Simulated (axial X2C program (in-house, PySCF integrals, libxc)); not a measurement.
**Linear TeCN⁻ at several levels**

Aim: the two bond lengths and stretching wavenumbers of linear TeCN⁻, with and without spin–orbit coupling, at PBE0, HF, B3LYP, MP2.

Computed with an in-house X2C program for linear molecules on PySCF integrals. Level: all-electron X2C, two-component (2c) or spin-free, Te dyall-v3z, C dyall-v3z, N dyall-av3z.

All values are calculated.

1 further run of the same task is left out (set aside as unsound or not needed).

### 1 The job

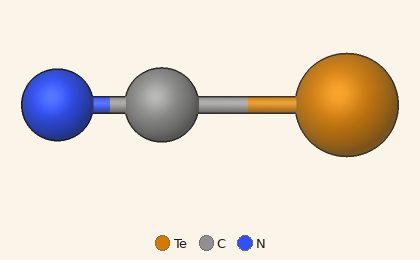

The atoms on one line, bonds 2.060 and 1.160 Å (tellurium orange, carbon grey, nitrogen blue).

task.json

```json
{"zs": [52, 6, 7], "q": -1, "bas": ["dyall-v3z", "dyall-v3z", "dyall-av3z"], "r0": [2.06, 1.16], "symm": 0, "scan": ["PBE0", "HF", "B3LYP"], "levels": ["PBE0", "HF", "B3LYP"], "nst": 2}
```

Keys: zs atomic numbers; q charge; bas basis sets; r0 starting distance in Å; symm equal bonds; scan levels of the two-bond scan (MP2 follows by itself at each HF point); levels methods; nst determinants followed.

On the command line:

```console
python solin.py task.json out
```

Masses Te 129.906, C 12.000, N 14.003 u.

### 2 Scan at PBE0, 2c

State: Ω = 0 (all partner blocks equally filled). Energies above the lowest point, from the job's result record:

```tsv
r(Te–C) (Å)	r(C–N) (Å)	E (meV)
1.9939	1.1359	69.99
1.9939	1.1650	21.38
1.9939	1.1941	66.66
2.0450	1.1359	44.85
2.0450	1.1650	0.00
2.0450	1.1941	49.11
2.0450	1.2233	176.14
2.0961	1.1359	63.54
2.0961	1.1650	21.90
2.0961	1.1941	74.32
2.1473	1.1650	77.30
2.1473	1.2233	265.80
```

A quadratic surface with cubic terms in each bond gives the minimum at 2.043 and 1.164 Å, force constants 2.67, 17.9 and coupling 0.35 mdyn/Å.

### 3 Scan at HF, 2c

State: Ω = 0 (all partner blocks equally filled). Energies above the lowest point, from the job's result record:

```tsv
r(Te–C) (Å)	r(C–N) (Å)	E (meV)
1.9939	1.1359	72.75
1.9939	1.1650	118.68
1.9939	1.1941	261.84
2.0450	1.1359	12.27
2.0450	1.1650	60.57
2.0450	1.1941	206.27
2.0450	1.2233	433.25
2.0961	1.1359	0.00
2.0961	1.1650	50.00
2.0961	1.1941	197.57
2.1473	1.1650	76.60
2.1473	1.2233	455.81
```

A quadratic surface with cubic terms in each bond gives the minimum at 2.086 and 1.137 Å, force constants 2.39, 21.4 and coupling 0.20 mdyn/Å.

### 4 Scan at B3LYP, 2c

State: Ω = 0 (all partner blocks equally filled). Energies above the lowest point, from the job's result record:

```tsv
r(Te–C) (Å)	r(C–N) (Å)	E (meV)
1.9939	1.1359	89.52
1.9939	1.1650	38.61
1.9939	1.1941	79.83
2.0450	1.1359	47.07
2.0450	1.1650	0.00
2.0450	1.1941	45.14
2.0450	1.2233	166.52
2.0961	1.1359	48.42
2.0961	1.1650	4.63
2.0961	1.1941	53.15
2.1473	1.1650	42.73
2.1473	1.2233	221.89
```

A quadratic surface with cubic terms in each bond gives the minimum at 2.064 and 1.164 Å, force constants 2.41, 17.5 and coupling 0.36 mdyn/Å.

### 5 Comparison

| level | r(Te–C) (Å) | r(C–N) (Å) | lower stretch (cm⁻¹) | upper stretch (cm⁻¹) |
| --- | --- | --- | --- | --- |
| PBE0, 2c | 2.043 | 1.164 | 451.7 | 2192.9 |
| HF, 2c | 2.086 | 1.137 | 427.5 | 2398.8 |
| B3LYP, 2c | 2.064 | 1.164 | 430.3 | 2164.4 |
| MP2, 2c | 2.033 | 1.185 | 463.6 | 2012.9 |
| PBE0, spin-free | 2.038 | 1.164 | 458.9 | 2194.4 |
| HF, spin-free | 2.079 | 1.137 | 437.0 | 2400.7 |
| B3LYP, spin-free | 2.058 | 1.164 | 439.2 | 2166.0 |
| MP2, spin-free | 2.029 | 1.185 | 469.4 | 2013.6 |

Scans not shown above were run alike.

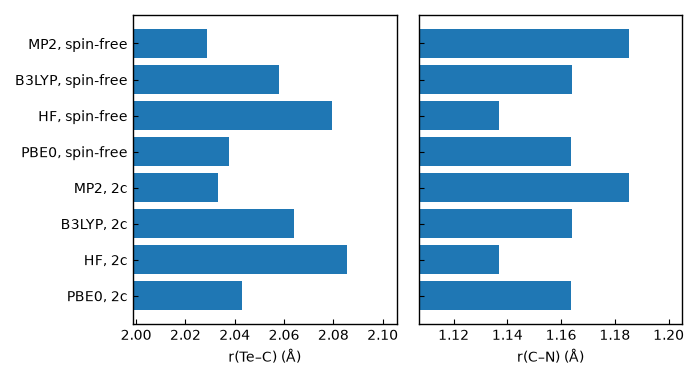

The two bond lengths by level.

In words: Over the levels the Te–C bond spans 2.029 to 2.086 Å and the C–N bond 1.137 to 1.185 Å. At PBE0 going from spin-free to two-component moves the bonds by +0.005 and +0.000 Å. Each state is one determinant, the lowest of a limited PBE0 search; the stretches come from a fit to few points and are good to some per cent at best. MP2 freezes inner shells (threshold -2 hartree). For an anion the highest level of a functional can be positive, and the basis then holds the extra electron. The molecule was held linear; bending was not examined, so a bent shape may lie lower.
